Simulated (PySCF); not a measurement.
The calculation's input:

```
{"job": {"kind": "nmr", "xc": "PBE0", "basis": "pcSseg-1", "pop": false}, "charge": 0, "multiplicity": 1}
Cl     2.106800    -0.856900     0.531500
C      0.623800    -0.109100     0.225800
N     -0.492900    -0.600600     0.813800
C     -1.483800     0.100300     0.360500
S     -0.995500     1.427200    -0.737000
N      0.556100     0.847200    -0.665400
H     -2.444500     0.153300     0.752100
```

Launched as:

```sh
OMP_NUM_THREADS=1 python probes_run.py task.json out
```

Geometry: GFN2-xTB, MD frame at 250 fs, 300 K.

Level of theory: PySCF 2.14.0, PBE0/pcSseg-1, SCF density, gas phase, non-relativistic.

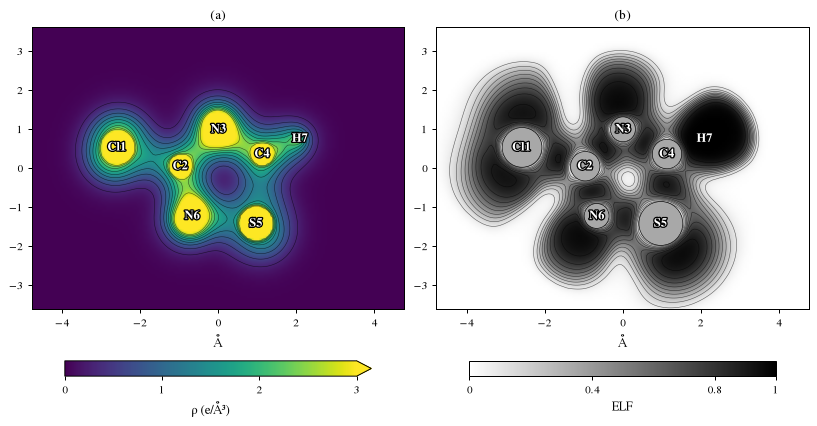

C$_{2}$HClN$_{2}$S. (a) electron density; (b) electron localisation function on the molecular plane. Grey discs cover the atomic cores in the ELF map.

Question: Interpret the plot.

Answer:
- The plane passes through Cl, C, N, S and H nuclei.
- C–N (1.30 Å): ρ is about 2.6 e/Å³ halfway; the ELF peaks at about 0.90 between the atoms (localised, covalent bonding).
- S–N (1.66 Å): ρ is about 1.6 e/Å³ halfway; the ELF peaks at about 0.85 between the atoms: localised, covalent bonding.
- C–Cl (1.69 Å): the density is about 1.6 e/Å³ at the midpoint; the ELF peaks at about 0.90 between the atoms (a covalent bond).
- C–S (1.79 Å): ρ at the midpoint is about 1.3 e/Å³; the ELF peaks at about 0.90 between the atoms (localised, covalent bonding).
- C–H (1.04 Å): the density is about 2.3 e/Å³ at the midpoint; the ELF climbs to about 1 towards the hydrogen, as it does in any bond to H; an ordinary covalent bond to hydrogen.
- The ELF also peaks beside S5, N6, Cl1 and N3, away from the bonds: lone-pair regions.
